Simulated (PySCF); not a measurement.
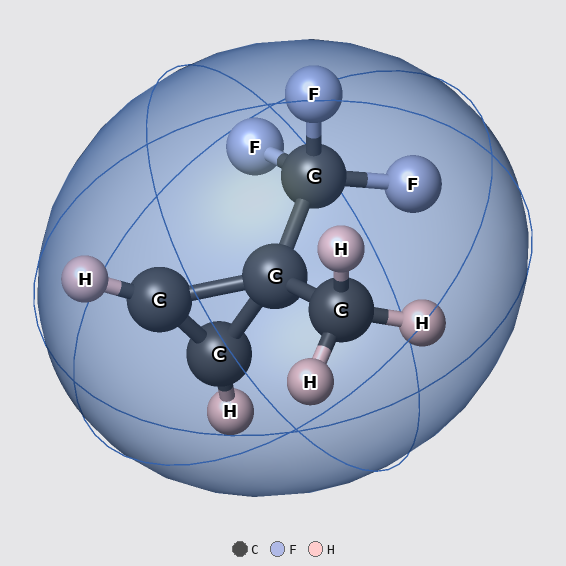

The ellipsoid shows the static dipole polarisability: its half-axes are proportional to the principal values. The computed structure is the end point of a GFN2-xTB optimisation. No frequency run is at hand to confirm it as a minimum. Method: PBE0/def2-SVPD (PySCF 2.14.0).

How large and how anisotropic is the polarisability?

Principal values 53.8, 56.0, 62.4 bohr³; mean 57.4 bohr³ (8.51 Å³); anisotropy 7.7 bohr³, so the longest axis is 1.16 times the shortest.
